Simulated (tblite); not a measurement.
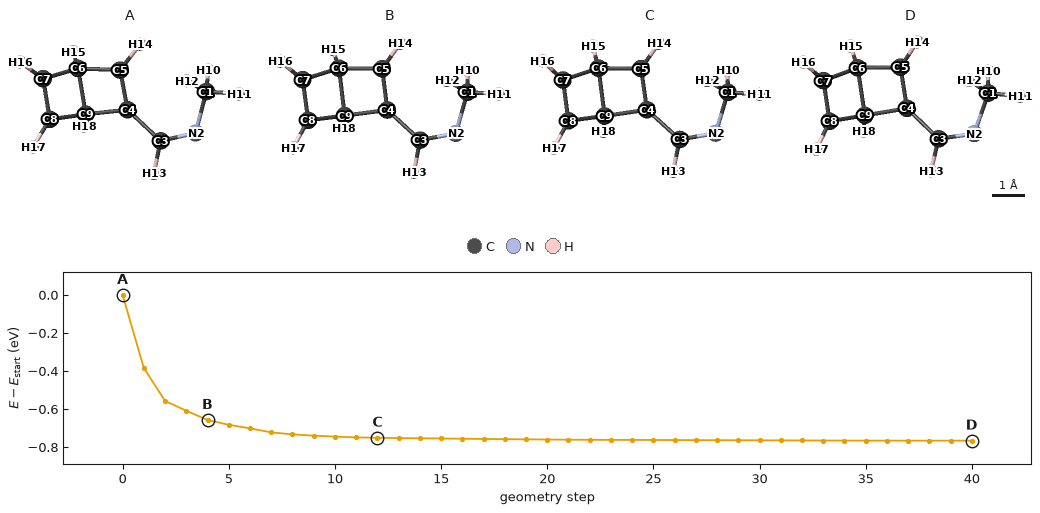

Frames of a relaxation of C8H9N, marked on the history of the run. A ball-and-stick model, seen at a tilt.

Theory: tblite, GFN2-xTB geometry optimisation, gas phase. 

**Describe the path.**

The atom that moves furthest after the best rigid fit is H15 (0.20 Å). By element the largest moves are H 0.20 Å, C 0.13 Å, N 0.07 Å. Near-neighbour distances that change, for instance: C6–C7 1.441 → 1.514 Å, C6–C9 1.502 → 1.556 Å, C5–C6 1.456 → 1.507 Å, C4–C9 1.471 → 1.522 Å. Bond angles that change, for instance: C9–C6–H15 113.3° → 124.6°, C6–C9–H18 116.5° → 124.4°, H10–C1–H12 114.7° → 107.8°. After 40 geometry steps the energy has fallen by 0.765 eV. From step 0 to 4: C5 moves most (0.08 Å), energy −0.657 eV. From step 4 to 12: H atoms move most (0.12 Å), energy −0.093 eV. From step 12 to 40: H17 moves most (0.10 Å), energy −0.015 eV.
